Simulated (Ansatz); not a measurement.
Pressure series in FeCo

The reference is FeCo in the CsCl type structure (space group Pm-3m, No. 221; ferromagnetic).

```xyz
2
Lattice="2.8003 0.0000 0.0000 0.0000 2.8003 0.0000 0.0000 0.0000 2.8003" Properties=species:S:1:pos:R:3 pbc="T T T"
Fe     0.0000     0.0000     0.0000
Co     1.4002     1.4002     1.4002
```

Cell and atoms are relaxed at each pressure.

Method: DFT with PBEsol, PAW potentials and a 420 eV plane-wave cutoff in Ansatz (an electronic-structure program), spin-orbit coupling left out.

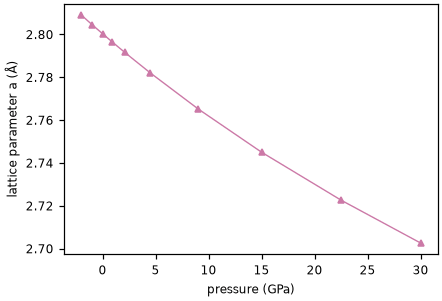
Lattice parameter a against pressure

| pressure (GPa) | lattice parameter a |
|---|---|
| -2 | 2.809 Å |
| -1 | 2.805 Å |
| 0.9 | 2.797 Å |
| 2.1 | 2.792 Å |
| 4.5 | 2.782 Å |
| 9 | 2.765 Å |
| 15 | 2.745 Å |
| 22.5 | 2.723 Å |
| 30 | 2.703 Å |

Other magnetic orders, which the real material may have, were not ruled out. Load acts through the strain it causes; cell and atoms are relaxed under it. Stability against distortions was not tested. No other phases were tried under pressure.
